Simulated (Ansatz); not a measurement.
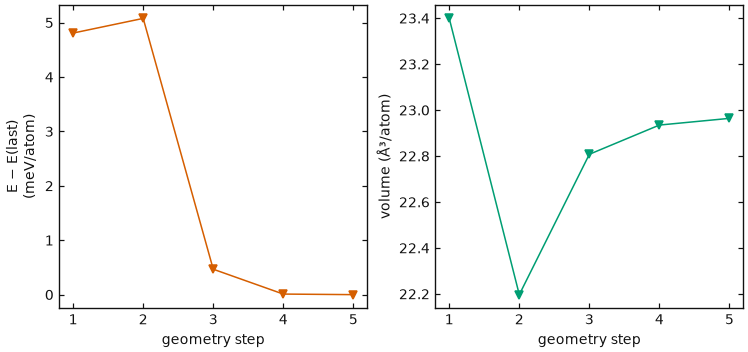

History of a geometry optimisation. Atoms and cell relax. A closing SCF on a freshly chosen basis isn't drawn.

```
crystal:
  lattice:
    - [4.8909135759, 0.0, 0.0]
    - [0.0, 4.8909135759, 0.0]
    - [0.0, 0.0, 4.8909135759]
  atoms:
    - { symbol: Ga, position: [0.0, 0.0, 0.0] }
    - { symbol: Ga, position: [0.5, 0.5, 0.0] }
    - { symbol: Ga, position: [0.5, 0.0, 0.5] }
    - { symbol: Ga, position: [0.0, 0.5, 0.5] }
    - { symbol: S, position: [0.5, 0.5, 0.5] }
basis:
  ecutwfc: "450 eV"
kpoints:
  mp_grid: { grid: [8, 8, 8] }
hamiltonian:
  xc: rpbe
  dispersion: d3bjatm
scf:
  occupations: { method: gaussian, width: 0.1 }
output:
  forces: true
  eigenvalues: true
  stress: true
relax:
  adjacent_minimum: "off"
  f_tol: 0.01
  max_steps: 80
  cell: { stress_tol: 0.05 }
```

Launched with:
```bash
ansatz run input.yaml --threads 1 --pin off --max-ram 2048MiB --backend cpu --events-out ev --progress --plain --runs-dir out
```

How did it end, and what did it gain?

The optimisation met its thresholds at geometry 5, counting the start as the first. The energy fell by about 4.8 meV/atom from the first step to the last. Step 2 went uphill and was rejected by the line search. All forces vanish by symmetry, so only the cell moves.

What happens to the cell?

The volume shrinks from 23.4 to 23.0 Å³ per atom (−2 %), overshooting to 22.2 at step 2. The start was expanded.
